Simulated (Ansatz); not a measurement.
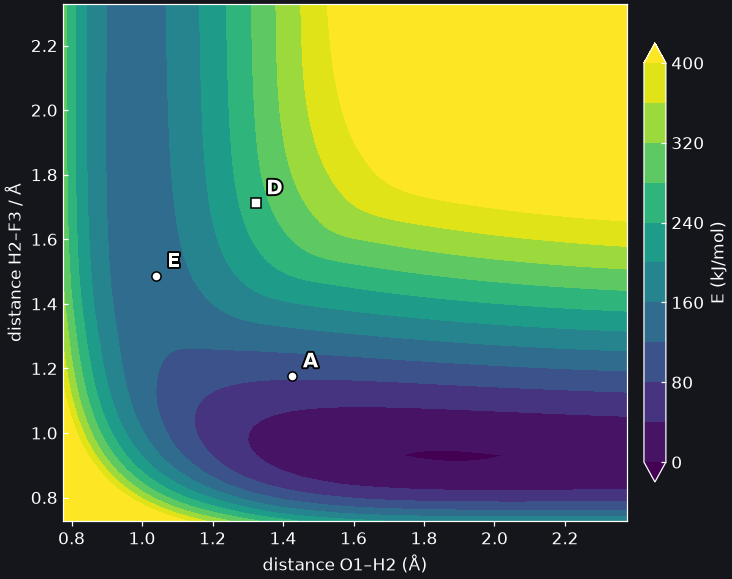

The system O + HF, spin multiplicity 3. First axis: distance O1–H2. Second axis: distance H2–F3. Nothing is relaxed (the angle O1–H2–F3 is fixed at 180 degrees). The scan uses a 17 × 17 grid. Points are written as (first, second). All energies are given in kJ/mol relative to the lowest grid point. In part of the range the unrestricted reference is strongly spin-contaminated. Level of theory: UKS PBE0-D4/def2-SVPD (Ansatz).

Drawn: filled contours, one colour for all values above the top of the scale, lettered points. Between grid points the surface is interpolated.

Q: What kind of point is each of A, D: minimum, saddle, maximum or slope?

A: A: on a slope; D: on a slope. (In these two coordinates alone; a stationary point may lie a little off the grid point.)

Q: Rank the lettered points by energy, lowest first.

A: A (84 kJ/mol), E (139 kJ/mol), D (262 kJ/mol).
